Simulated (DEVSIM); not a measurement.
Structure: Pt/La2O3/p-GaAs capacitor, at 300 K.

```tsv
layer (left to right)	material	thickness (nm)	Na (cm⁻³)
1	La2O3	14.0	-
2	GaAs	8600	1.1e16
```

Metal gate on the left, work function 5.6 eV. Fixed charge at the semiconductor interface 0 cm⁻² (in units of +e); no interface traps.

The device is made up for the run: typed textbook-type constants, with dimensions and the other settings drawn at random. Values at 300 K.

| parameter | La2O3 | GaAs |
|---|---|---|
| gap (eV) | 5.8 | 1.424 |
| affinity (eV) | 1.8 | 4.07 |
| permittivity | 27 | 12.9 |
| Nc (cm⁻³) | - | 4.7e17 |
| Nv (cm⁻³) | - | 9e18 |

Model (solved in DEVSIM): 1D Poisson equation in equilibrium, Boltzmann statistics, complete ionisation; no quantum confinement or tunnelling. Metal contacts follow the ideal Schottky-Mott rule: no Fermi-level pinning, no interface dipoles.

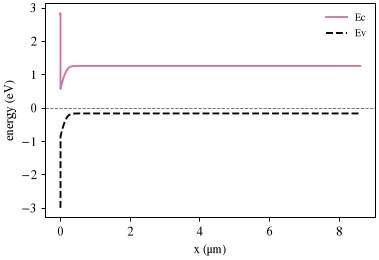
Figure: Band edges at 1.0 V on the gate

Energies count from the Fermi level of the right contact; mesh points crowd at the junctions.

```json
[
 {"x (μm)": "0.000", "Ec (eV)": "2.800", "Ev (eV)": "-3.000", "n (cm⁻³)": "< 1e2", "p (cm⁻³)": "< 1e2", "field (V/cm)": "22000"},
 {"x (μm)": "0.001595", "Ec (eV)": "2.804", "Ev (eV)": "-2.997", "n (cm⁻³)": "< 1e2", "p (cm⁻³)": "< 1e2", "field (V/cm)": "22000"},
 {"x (μm)": "0.004831", "Ec (eV)": "2.811", "Ev (eV)": "-2.990", "n (cm⁻³)": "< 1e2", "p (cm⁻³)": "< 1e2", "field (V/cm)": "22000"},
 {"x (μm)": "0.01005", "Ec (eV)": "2.822", "Ev (eV)": "-2.978", "n (cm⁻³)": "< 1e2", "p (cm⁻³)": "< 1e2", "field (V/cm)": "22000"},
 {"x (μm)": "0.01346", "Ec (eV)": "2.829", "Ev (eV)": "-2.971", "n (cm⁻³)": "< 1e2", "p (cm⁻³)": "< 1e2", "field (V/cm)": "22000"},
 {"x (μm)": "0.01470", "Ec (eV)": "0.564", "Ev (eV)": "-0.860", "n (cm⁻³)": "1.6e8", "p (cm⁻³)": "32000", "field (V/cm)": "45000"},
 {"x (μm)": "0.01750", "Ec (eV)": "0.576", "Ev (eV)": "-0.848", "n (cm⁻³)": "9.9e7", "p (cm⁻³)": "51000", "field (V/cm)": "45000"},
 {"x (μm)": "0.02861", "Ec (eV)": "0.625", "Ev (eV)": "-0.799", "n (cm⁻³)": "1.5e7", "p (cm⁻³)": "340000", "field (V/cm)": "43000"},
 {"x (μm)": "0.05092", "Ec (eV)": "0.717", "Ev (eV)": "-0.707", "n (cm⁻³)": "420000", "p (cm⁻³)": "1.2e7", "field (V/cm)": "40000"},
 {"x (μm)": "0.1079", "Ec (eV)": "0.918", "Ev (eV)": "-0.506", "n (cm⁻³)": "180", "p (cm⁻³)": "2.8e10", "field (V/cm)": "31000"},
 {"x (μm)": "0.2502", "Ec (eV)": "1.200", "Ev (eV)": "-0.224", "n (cm⁻³)": "< 1e2", "p (cm⁻³)": "1.6e15", "field (V/cm)": "9300"},
 {"x (μm)": "0.7903", "Ec (eV)": "1.251", "Ev (eV)": "-0.173", "n (cm⁻³)": "< 1e2", "p (cm⁻³)": "1.1e16", "field (V/cm)": "≈ 0"},
 {"x (μm)": "1.954", "Ec (eV)": "1.251", "Ev (eV)": "-0.173", "n (cm⁻³)": "< 1e2", "p (cm⁻³)": "1.1e16", "field (V/cm)": "≈ 0"},
 {"x (μm)": "4.730", "Ec (eV)": "1.251", "Ev (eV)": "-0.173", "n (cm⁻³)": "< 1e2", "p (cm⁻³)": "1.1e16", "field (V/cm)": "≈ 0"},
 {"x (μm)": "7.429", "Ec (eV)": "1.251", "Ev (eV)": "-0.173", "n (cm⁻³)": "< 1e2", "p (cm⁻³)": "1.1e16", "field (V/cm)": "≈ 0"},
 {"x (μm)": "8.140", "Ec (eV)": "1.251", "Ev (eV)": "-0.173", "n (cm⁻³)": "< 1e2", "p (cm⁻³)": "1.1e16", "field (V/cm)": "≈ 0"},
 {"x (μm)": "8.425", "Ec (eV)": "1.251", "Ev (eV)": "-0.173", "n (cm⁻³)": "< 1e2", "p (cm⁻³)": "1.1e16", "field (V/cm)": "≈ 0"},
 {"x (μm)": "8.536", "Ec (eV)": "1.251", "Ev (eV)": "-0.173", "n (cm⁻³)": "< 1e2", "p (cm⁻³)": "1.1e16", "field (V/cm)": "≈ 0"},
 {"x (μm)": "8.592", "Ec (eV)": "1.251", "Ev (eV)": "-0.173", "n (cm⁻³)": "< 1e2", "p (cm⁻³)": "1.1e16", "field (V/cm)": "≈ 0"},
 {"x (μm)": "8.606", "Ec (eV)": "1.251", "Ev (eV)": "-0.173", "n (cm⁻³)": "< 1e2", "p (cm⁻³)": "1.1e16", "field (V/cm)": "≈ 0"},
 {"x (μm)": "8.611", "Ec (eV)": "1.251", "Ev (eV)": "-0.173", "n (cm⁻³)": "< 1e2", "p (cm⁻³)": "1.1e16", "field (V/cm)": "≈ 0"},
 {"x (μm)": "8.614", "Ec (eV)": "1.251", "Ev (eV)": "-0.173", "n (cm⁻³)": "< 1e2", "p (cm⁻³)": "1.1e16", "field (V/cm)": "≈ 0"}
]
```
